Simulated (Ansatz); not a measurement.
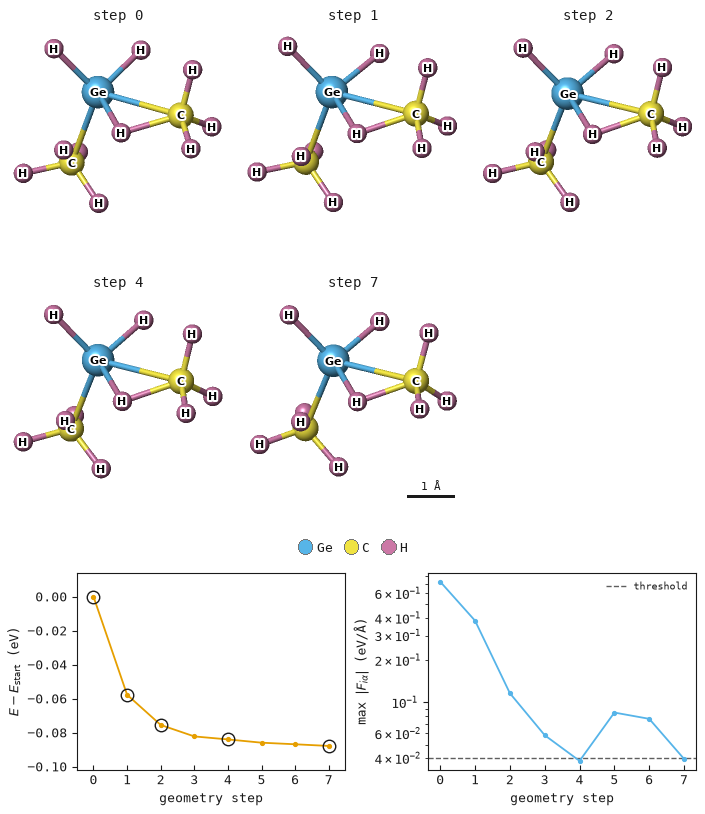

Frames of a constrained relaxation of C2H10Ge, marked on the history of the run. A ball-and-stick model, seen from a free direction.

The reaction that was planned forms Ge1–H7, C2–H6 and breaks Ge1–C2, H6–H7 (atoms numbered from 1 in input order).

Level of theory: RKS PBE0-D4/def2-SVP (Ansatz 0.2.0). (held fixed: the distance between atoms 1 (Ge) and 7 (H), the distance between atoms 2 (C) and 6 (H), the distance between atoms 1 (Ge) and 2 (C), the distance between atoms 6 (H) and 7 (H), counting from 1; force threshold 0.04 eV/Å; at most 150 steps)

Question: Describe the path.

Answer: The energy falls by 0.088 eV in 7 geometry steps. The largest force component goes from 0.73 to 0.039 eV/Å. The forces were under the threshold at step 4, but the run went on from there. An H atom moves most after the best rigid fit: 0.25 Å. Largest moves by element: H 0.25 Å, C 0.04 Å, Ge 0.04 Å. Among the contacts that change: Ge–H 1.499 → 1.531 Å, C–Ge 1.970 → 1.939 Å, Ge–H 1.801 → 1.819 Å, C–H 1.085 → 1.101 Å. Among the angles between lasting bonds that change: H–C–H 85.7° → 78.3°, H–C–H 127.7° → 120.9°, H–C–H 116.0° → 121.8°. From step 0 to 1: an H atom moves most (0.17 Å), energy −0.058 eV. From step 1 to 2: an H atom moves most (0.13 Å), energy −0.018 eV. From step 2 to 4: an H atom moves most (0.07 Å), energy −0.009 eV. From step 4 to 7: H atoms move most (0.14 Å), energy −0.004 eV.

```json
{"step": "0", "E − E(0), eV": "0.0000", "largest force component, eV/Å": "0.7266"}
{"step": "1", "E − E(0), eV": "-0.0577", "largest force component, eV/Å": "0.3828"}
{"step": "2", "E − E(0), eV": "-0.0755", "largest force component, eV/Å": "0.1162"}
{"step": "3", "E − E(0), eV": "-0.0822", "largest force component, eV/Å": "0.0583"}
{"step": "4", "E − E(0), eV": "-0.0840", "largest force component, eV/Å": "0.0382"}
{"step": "5", "E − E(0), eV": "-0.0859", "largest force component, eV/Å": "0.0846"}
{"step": "6", "E − E(0), eV": "-0.0869", "largest force component, eV/Å": "0.0763"}
{"step": "7", "E − E(0), eV": "-0.0878", "largest force component, eV/Å": "0.0395"}
```
